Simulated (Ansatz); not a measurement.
**A workflow on CH3NO3 (SMILES O=[O+][O-].C=N)**

We compute a series of 35 runs (revPBE-D4/cc-pVTZ, PBE-rVV10/cc-pVTZ, PBE-D3(BJ)/cc-pVTZ, B2PLYP/cc-pVTZ, SVWN5/cc-pVTZ, r2SCAN-rVV10/cc-pVTZ, wB97X-V/aug-pcseg-1) of CH3NO3 and its partners. 

The results are computed with Ansatz 0.2.0.

### Step 1. Starting point

The species is CH3NO3 (8 atoms), meant as a singlet with charge 0. As SMILES, `O=[O+][O-].C=N`. Geometry: relaxed at GFN2-xTB.

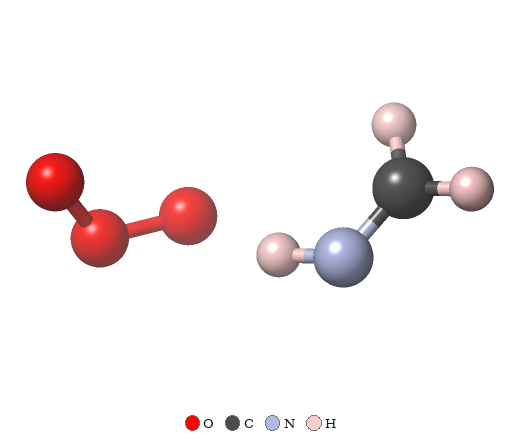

The structure, seen from a chosen angle (oxygen red, carbon dark grey, nitrogen light blue, hydrogen pink).

### Step 2. A single-point energy at revPBE-D4/cc-pVTZ (run 1)

The input, molecule.yaml:

```yaml
crystal:
  periodic: [false, false, false]
  atoms:
    - {symbol: O, position_ang: [-1.030000, -0.073130, -1.167980]}
    - {symbol: O, position_ang: [-2.275720, 0.157170, -1.078590]}
    - {symbol: O, position_ang: [-2.650250, 1.294620, -0.704640]}
    - {symbol: C, position_ang: [1.565260, -0.181780, 0.689450]}
    - {symbol: "N", position_ang: [0.452270, -0.694130, 0.879060]}
    - {symbol: H, position_ang: [1.871180, 0.365930, -0.203830]}
    - {symbol: H, position_ang: [2.313470, -0.272890, 1.469950]}
    - {symbol: H, position_ang: [-0.246210, -0.595780, 0.116580]}
basis:
  gaussian:
    orbitals: cc-pVTZ
hamiltonian:
  xc: {name: revPBE}
  dispersion: d4
```

The run is started by

```bash
$ ansatz run molecule.yaml --threads 1 --pin off --max-ram 2610MiB --events-out events.jsonl --progress --plain --runs-dir runs
```

The program printed:

```text
Warning: RAYON_NUM_THREADS=1 ignored (pool sized by the plan → 1); use --threads N
Functional definition: revPBE
  name "revPBE"
  parameter kappa = 1.245
  parameter beta = 0.06672455060314922
  exchange = pbe_x(kappa = kappa, mu = beta*pi^2/3)
  correlation = pbe_c(beta = beta)
1020 factors; their error is unknown
mean field evaluation 1: about -8699.7508 eV, gradient 7.6e1 eV
mean field evaluation 2: about -8624.1269 eV, gradient 1.8e2 eV
mean field evaluation 4: about -8704.9267 eV, gradient 5.4e1 eV
mean field evaluation 8: about -8710.4983 eV, gradient 1.4e0 eV
mean field evaluation 16: about -8710.4748 eV, gradient 4.4e-3 eV
mean field -8710.47481025 eV, -320.1040451050 hartree, gradient 1.8e-5 eV, S^2 0.000000; 1 other end points of the search recorded, 0 dependent functions left out
reference -8710.47484757 eV, -320.1040464763 hartree; 20, 20 occupied and 172, 172 virtual orbitals, 1020 factors
Total energy: -8710.80770747 eV, -320.1162788519 hartree
```

Wall time 16 s (1 thread of Intel Xeon at 2.50GHz (Skylake/Cascade Lake), shared host); peak memory 0.19 GiB.

### Step 3. O3: the energy at revPBE-D4/cc-pVTZ (run 2)

The input, molecule.yaml:

```yaml
crystal:
  periodic: [false, false, false]
  atoms:
    - symbol: O
      position_ang: [-1.030000, -0.073130, -1.167980]
    - symbol: O
      position_ang: [-2.275720, 0.157170, -1.078590]
    - symbol: O
      position_ang: [-2.650250, 1.294620, -0.704640]
basis:
  gaussian: {orbitals: cc-pVTZ}
hamiltonian: {xc: {name: revPBE}, dispersion: d4}
```

The run is started by

```bash
$ ansatz run molecule.yaml --threads 1 --pin off --max-ram 2610MiB --events-out events.jsonl --progress --plain --runs-dir runs
```

The program printed:

```text
Warning: RAYON_NUM_THREADS=1 ignored (pool sized by the plan → 1); use --threads N
Functional definition: revPBE
  name "revPBE"
  parameter kappa = 1.245
  parameter beta = 0.06672455060314922
  exchange = pbe_x(kappa = kappa, mu = beta*pi^2/3)
  correlation = pbe_c(beta = beta)
501 factors; their error is unknown
mean field evaluation 1: about -6131.3901 eV, gradient 5.2e1 eV
mean field evaluation 2: about -6111.5252 eV, gradient 1.2e2 eV
mean field evaluation 4: about -6131.6843 eV, gradient 4.3e1 eV
mean field evaluation 8: about -6135.2668 eV, gradient 2.8e-1 eV
mean field -6135.26692076 eV, -225.4669007046 hartree, gradient 7.6e-5 eV, S^2 0.000000; 0 other end points of the search recorded, 0 dependent functions left out
reference -6135.26693790 eV, -225.4669013347 hartree; 12, 12 occupied and 78, 78 virtual orbitals, 501 factors
Total energy: -6135.35949794 eV, -225.4703028534 hartree
```

Wall time 3.3 s (1 thread of Intel Xeon at 2.50GHz (Skylake/Cascade Lake), shared host); peak memory 0.098 GiB.

Runs 3 to 23 aren't shown in full; the table further down has their settings and results.

### Step 4. CH3N: the energy at SVWN5/cc-pVTZ (run 24)

The input, run.yaml:

```yaml
crystal:
  periodic: [false, false, false]
  atoms:
    - {symbol: C, position_ang: [1.565260, -0.181780, 0.689450]}
    - {symbol: N, position_ang: [0.452270, -0.694130, 0.879060]}
    - {symbol: H, position_ang: [1.871180, 0.365930, -0.203830]}
    - {symbol: H, position_ang: [2.313470, -0.272890, 1.469950]}
    - {symbol: H, position_ang: [-0.246210, -0.595780, 0.116580]}
basis:
  gaussian:
    orbitals: cc-pVTZ
total_charge: 0
hamiltonian:
  xc: {name: SVWN5}
```

The run is started by

```bash
$ ansatz run run.yaml --threads 1 --pin off --max-ram 2610MiB --events-out events.jsonl --progress --plain --runs-dir runs
```

The program printed:

```text
Warning: RAYON_NUM_THREADS=1 ignored (pool sized by the plan → 1); use --threads N
Functional definition: SVWN5
  name "SVWN5"
  exchange = slater_x
  correlation = vwn5_c
519 factors; their error is unknown
mean field evaluation 1: about -2546.4961 eV, gradient 5.7e1 eV
mean field evaluation 2: about -2532.5315 eV, gradient 9.4e1 eV
mean field evaluation 4: about -2553.1849 eV, gradient 8.8e0 eV
mean field evaluation 8: about -2553.3515 eV, gradient 3.0e-2 eV
mean field evaluation 16: about -2553.3410 eV, gradient 1.3e-5 eV
mean field -2553.34096680 eV, -93.8335498134 hartree, gradient 1.3e-5 eV, S^2 0.000000; 0 other end points of the search recorded, 0 dependent functions left out
reference -2553.34099247 eV, -93.8335507564 hartree; 8, 8 occupied and 94, 94 virtual orbitals, 519 factors
Total energy: -2553.34099247 eV, -93.8335507564 hartree
```

Wall time 1.6 s (1 thread of Intel Xeon at 2.50GHz (Skylake/Cascade Lake), shared host); peak memory 0.094 GiB.

Runs 25 to 34 aren't shown in full; the table further down has their settings and results.

### Step 5. CH3N among ghost functions: the energy at wB97X-V/aug-pcseg-1 (with ghost functions) (run 35)

The input, job.yaml:

```yaml
basis:
  gaussian:
    orbitals: aug-pcseg-1.json
    ghost_atoms: [{symbol: O, position_ang: [-1.030000, -0.073130, -1.167980]}, {symbol: O, position_ang: [-2.275720, 0.157170, -1.078590]}, {symbol: O, position_ang: [-2.650250, 1.294620, -0.704640]}]
crystal:
  periodic: [false, false, false]
  atoms:
    - {symbol: C, position_ang: [1.565260, -0.181780, 0.689450]}
    - {symbol: "N", position_ang: [0.452270, -0.694130, 0.879060]}
    - {symbol: H, position_ang: [1.871180, 0.365930, -0.203830]}
    - {symbol: H, position_ang: [2.313470, -0.272890, 1.469950]}
    - {symbol: H, position_ang: [-0.246210, -0.595780, 0.116580]}
total_charge: 0
hamiltonian: {xc: {name: wB97X-V}}
```

The basis set aug-pcseg-1 is read from a file made from the Basis Set Exchange's data (not shown).

The run is started by

```bash
$ ansatz run job.yaml --threads 1 --pin off --max-ram 2610MiB --events-out events.jsonl --progress --plain --runs-dir runs
```

The program printed, cut to the lines that bear on the results:

```text
Warning: RAYON_NUM_THREADS=1 ignored (pool sized by the plan → 1); use --threads N
Functional definition: wB97X-V
  name "wB97X-V"
[...]
      + integral(e_c_pw_opposite_spin*poly(b97_u_opposite, cos0, cos1)) + vv10(b, c)
1048 factors; their error is unknown
412 factors; integrals over basis functions are off by at most 4.1e-5 eV
[...]
mean field -2573.72652669 eV, -94.5827053214 hartree, gradient 6.5e-6 eV, S^2 0.000000; 0 other end points of the search recorded, 0 dependent functions left out
reference -2573.72652405 eV, -94.5827052242 hartree; 8, 8 occupied and 134, 134 virtual orbitals, 1048 factors
Total energy: -2573.72652405 eV, -94.5827052242 hartree
```

Wall time 25 s (1 thread of Intel Xeon at 2.50GHz (Skylake/Cascade Lake), shared host); peak memory 0.29 GiB.

### Step 6. All runs side by side

```tsv
run	level	fragment atoms	contact	partner	energy (Eh)	wall time
1	revPBE-D4/cc-pVTZ	–	–	base	-320.116279	16 s
2	revPBE-D4/cc-pVTZ	(1, 2, 3)	base	fragment	-225.470303	3.3 s
3	revPBE-D4/cc-pVTZ (with ghost functions)	(1, 2, 3)	base	fragment with ghosts	-225.471983	7.9 s
4	revPBE-D4/cc-pVTZ	(4, 5, 6, 7, 8)	base	fragment	-94.642025	4.2 s
5	revPBE-D4/cc-pVTZ (with ghost functions)	(4, 5, 6, 7, 8)	base	fragment with ghosts	-94.642367	8.5 s
6	PBE-rVV10/cc-pVTZ	–	–	base	refused	0.05 s
7	PBE-rVV10/cc-pVTZ	(1, 2, 3)	base	fragment	refused	0.06 s
8	PBE-rVV10/cc-pVTZ (with ghost functions)	(1, 2, 3)	base	fragment with ghosts	refused	0.04 s
9	PBE-rVV10/cc-pVTZ	(4, 5, 6, 7, 8)	base	fragment	refused	0.05 s
10	PBE-rVV10/cc-pVTZ (with ghost functions)	(4, 5, 6, 7, 8)	base	fragment with ghosts	refused	0.11 s
11	PBE-D3(BJ)/cc-pVTZ	–	–	base	-319.858915	12 s
12	PBE-D3(BJ)/cc-pVTZ	(1, 2, 3)	base	fragment	-225.310310	2 s
13	PBE-D3(BJ)/cc-pVTZ (with ghost functions)	(1, 2, 3)	base	fragment with ghosts	-225.311970	8.8 s
14	PBE-D3(BJ)/cc-pVTZ	(4, 5, 6, 7, 8)	base	fragment	-94.542176	4.2 s
15	PBE-D3(BJ)/cc-pVTZ (with ghost functions)	(4, 5, 6, 7, 8)	base	fragment with ghosts	-94.542516	9.9 s
16	B2PLYP/cc-pVTZ	–	–	base	-319.950756	27 s
17	B2PLYP/cc-pVTZ	(1, 2, 3)	base	fragment	-225.372834	6.9 s
18	B2PLYP/cc-pVTZ (with ghost functions)	(1, 2, 3)	base	fragment with ghosts	-225.374725	21 s
19	B2PLYP/cc-pVTZ	(4, 5, 6, 7, 8)	base	fragment	-94.582543	6.6 s
20	B2PLYP/cc-pVTZ (with ghost functions)	(4, 5, 6, 7, 8)	base	fragment with ghosts	-94.582933	17 s
21	SVWN5/cc-pVTZ	–	–	base	-317.798792	10 s
22	SVWN5/cc-pVTZ	(1, 2, 3)	base	fragment	-223.950689	2.9 s
23	SVWN5/cc-pVTZ (with ghost functions)	(1, 2, 3)	base	fragment with ghosts	-223.952343	5.4 s
24	SVWN5/cc-pVTZ	(4, 5, 6, 7, 8)	base	fragment	-93.833551	1.6 s
25	SVWN5/cc-pVTZ (with ghost functions)	(4, 5, 6, 7, 8)	base	fragment with ghosts	-93.833895	3.9 s
26	r2SCAN-rVV10/cc-pVTZ	–	–	base	-319.951667	28 s
27	r2SCAN-rVV10/cc-pVTZ	(1, 2, 3)	base	fragment	-225.368337	5.7 s
28	r2SCAN-rVV10/cc-pVTZ (with ghost functions)	(1, 2, 3)	base	fragment with ghosts	-225.369636	18 s
29	r2SCAN-rVV10/cc-pVTZ	(4, 5, 6, 7, 8)	base	fragment	-94.578017	7.3 s
30	r2SCAN-rVV10/cc-pVTZ (with ghost functions)	(4, 5, 6, 7, 8)	base	fragment with ghosts	-94.578269	15 s
31	wB97X-V/aug-pcseg-1	–	–	base	-319.873105	39 s
32	wB97X-V/aug-pcseg-1	(1, 2, 3)	base	fragment	-225.297085	8.8 s
33	wB97X-V/aug-pcseg-1 (with ghost functions)	(1, 2, 3)	base	fragment with ghosts	-225.299134	32 s
34	wB97X-V/aug-pcseg-1	(4, 5, 6, 7, 8)	base	fragment	-94.582191	9 s
35	wB97X-V/aug-pcseg-1 (with ghost functions)	(4, 5, 6, 7, 8)	base	fragment with ghosts	-94.582705	25 s
```

### Step 7. Outcome

| quantity | value |
| --- | --- |
| CH3N among ghost functions, run 35: total energy | -94.58271 Eh |
| interaction energy of the rigid parts O3 and CH3N (parts in their own basis; closest atoms 1.59 Å apart), revPBE-D4/cc-pVTZ | -0.108 eV |
| interaction energy of the rigid parts O3 and CH3N (parts in the whole basis, counterpoise; closest atoms 1.59 Å apart), PBE-D3(BJ)/cc-pVTZ | -0.121 eV |
| interaction energy of the rigid parts O3 and CH3N (parts in their own basis; closest atoms 1.59 Å apart), B2PLYP/cc-pVTZ | 0.126 eV |
| interaction energy of the rigid parts O3 and CH3N (parts in the whole basis, counterpoise; closest atoms 1.59 Å apart), B2PLYP/cc-pVTZ | 0.188 eV |
| interaction energy of the rigid parts O3 and CH3N (parts in the whole basis, counterpoise; closest atoms 1.59 Å apart), SVWN5/cc-pVTZ | -0.342 eV |
| interaction energy of the rigid parts O3 and CH3N (parts in their own basis; closest atoms 1.59 Å apart), r2SCAN-rVV10/cc-pVTZ | -0.145 eV |
| interaction energy of the rigid parts O3 and CH3N (parts in the whole basis, counterpoise; closest atoms 1.59 Å apart), wB97X-V/aug-pcseg-1 | 0.238 eV |
| interaction energy of the rigid parts O3 and CH3N (parts in their own basis; closest atoms 1.59 Å apart), wB97X-V/aug-pcseg-1 | 0.168 eV |

**Reading.** At revPBE-D4/cc-pVTZ: the interaction energy of the rigid parts O3 and CH3N (parts in their own basis; closest atoms 1.59 Å apart) is −0.11 eV (−2.5 kcal/mol): the parts attract. Without counterpoise this holds the superposition error of the basis. At PBE-D3(BJ)/cc-pVTZ: the interaction energy of the rigid parts O3 and CH3N (parts in the whole basis, counterpoise; closest atoms 1.59 Å apart) is −0.12 eV (−2.8 kcal/mol): the parts attract. At B2PLYP/cc-pVTZ: the interaction energy of the rigid parts O3 and CH3N (parts in their own basis; closest atoms 1.59 Å apart) is 0.13 eV (12.1 kJ/mol): the parts repel at this shape. At B2PLYP/cc-pVTZ: the interaction energy of the rigid parts O3 and CH3N (parts in the whole basis, counterpoise; closest atoms 1.59 Å apart) is 0.19 eV (4.3 kcal/mol): the parts repel at this shape. The basis-set superposition error is 6.0 kJ/mol. At SVWN5/cc-pVTZ: the interaction energy of the rigid parts O3 and CH3N (parts in the whole basis, counterpoise; closest atoms 1.59 Å apart) is −0.34 eV (−33.0 kJ/mol): the parts attract. Totals of different functionals can't be ranked against each other. In runs 16, 17, 18 the log says that unrestricted orbitals would lower the reference, so the values rest on an unstable closed-shell determinant (other closed-shell runs at this shape may share the fault). All runs together took 6.1 min, the longest 39 s. 5 of the 35 runs did not end normally.
